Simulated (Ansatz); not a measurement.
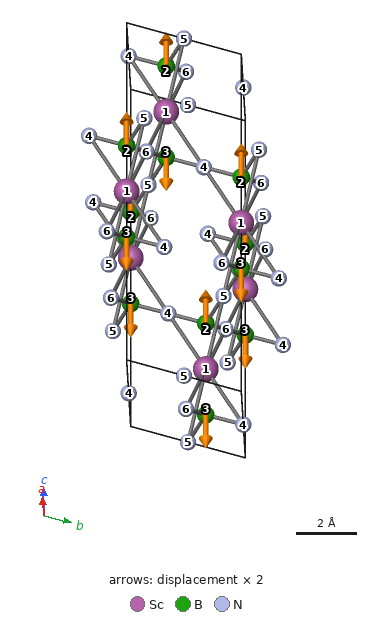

A relaxation of crystalline ScB2N3 (a generated structure, set up in R-3m) (coarse preliminary run). The starting structure is drawn; orange arrows show the displacements (the part carried along by the change of the cell is left out), 2 times their true length.

Style: ball-and-stick. Shown: the conventional cell (3 times the calculation's cell), from a free direction. Lengths and directions refer to the drawn axes.

Computed with DFT PBE, scalar-relativistic, plane waves, PAW in Ansatz 0.2.0.

The input:
```yaml
crystal:
  lattice:
    - [2.17592225, 1.2562693, 4.37412667]
    - [-2.17592225, 1.2562693, 4.37412667]
    - [0.0, -2.51253859, 4.37412667]
  atoms:
    - { symbol: Sc, position: [0.5, 0.5, 0.5] }
    - { symbol: B, position: [0.63565663, 0.63565663, 0.63565663] }
    - { symbol: B, position: [0.36434337, 0.36434337, 0.36434337] }
    - { symbol: "N", position: [0.5, 0.5, 0.0] }
    - { symbol: "N", position: [0.0, 0.5, 0.5] }
    - { symbol: "N", position: [0.5, 0.0, 0.5] }
basis:
  ecutwfc: 420
kpoints:
  mp_grid: { grid: [6, 6, 6] }
hamiltonian:
  xc: pbe
scf:
  occupations: { method: gaussian, width: 0.1 }
  lower_state_search: "off"
output:
  forces: true
  stress: true
  eigenvalues: true
relax:
  adjacent_minimum: "off"
  f_tol: 0.04
  max_steps: 70
  cell: { stress_tol: 0.4 }
```

Launched with:
```bash
ansatz run input.yaml --threads 1 --pin off --max-ram 2560MiB --backend cpu --events-out ev --progress --plain --runs-dir out
```

Atoms of which element are displaced furthest, and by how much?

Boron: up to 0.66 Å, against 0.00 Å for nitrogen.

What did the optimiser do to the structure, and how much energy did it gain?

The largest moves relative to the cell, 0.66 Å, are those of B2 and B3. B2 goes along +c. N and Sc stay in place. The drawn cell changes as follows: a = b 4.352 → 4.896 Å (+12.5 %), c 13.122 → 11.104 Å (−15.4 %); the volume changes by +7.1 %. Among the contacts that change: Sc1–B2 1.780 → 2.164 Å, Sc1–N4 2.522 → 2.329 Å, B2–N4 1.321 → 1.448 Å. Bond angles that change, for instance: Sc1–N5–B3 137.8° → 114.9°, N4–Sc1–N5 128.9° → 116.6°, N4–B3–N5 111.0° → 115.4°. The space group stays R-3m (No. 166). After 8 accepted moves (10 points after the start) the energy has fallen by 10.548 eV per cell of the calculation. Largest force component: 7 eV/Å at the start, 0.00096 eV/Å at the end. The pressure goes from 53.98 to 0.10 GPa. The SCF was repeated twice at an unchanged geometry on a basis and grid sized afresh for the cell, which shifted the energy by 95.1 meV per cell of the calculation at most.
